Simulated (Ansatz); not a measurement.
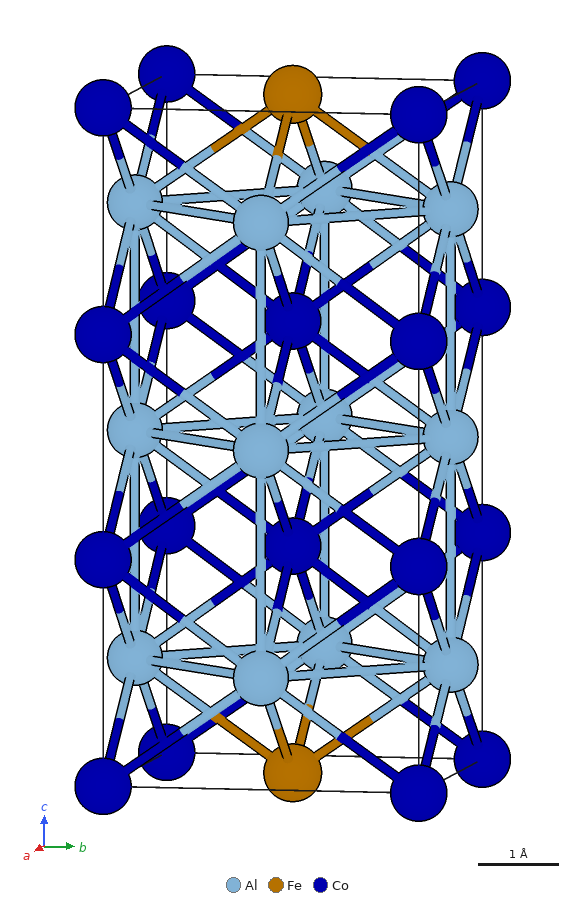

Shown here is a ball-and-stick view of the crystal, taken slightly off an axis. The wireframe shows the conventional unit cell.

Al$_{6}$FeCo$_{5}$, space group P4/mmm (No. 123), a = 4.037 Å, b = 4.037 Å, c = 8.554 Å, α = 90.00°, β = 90.00°, γ = 90.00°. The cell started as a structure type filled with these elements by a generator (whether the compound takes this form wasn't checked). Earlier steps of the study, as a rule a relaxation of our own, may have changed the cell and positions, so they can lie some per cent off the listed ones. A calculation with Ansatz used it as input.

This one geometry was computed with Ansatz (DFT, plane waves, PAW) at three levels of theory: r2SCAN, PBE and LDA.

> Which level gives the highest pressure at this volume, and what does that say about its equilibrium volume?

Highest: PBE (0.0 GPa), which points to the largest equilibrium volume. Lowest, with the smallest volume: LDA (-11.3 GPa). Levels within 0.5 GPa of each other can't be told apart.

> How does the band gap change with the level of theory?

All levels give a metal.

> Collect the results in a table.

| level | cutoff (eV) | k-mesh of the run's cell | gap (eV) | pressure (GPa) |
| --- | --- | --- | --- | --- |
| r2SCAN | 500 | 10×10×6 | metal | -5.6 |
| PBE | 420 | 10×10×6 | metal | 0.0 |
| LDA | 420 | 10×10×6 | metal | -11.3 |

Gaps are taken on the k-mesh or band path of each run.
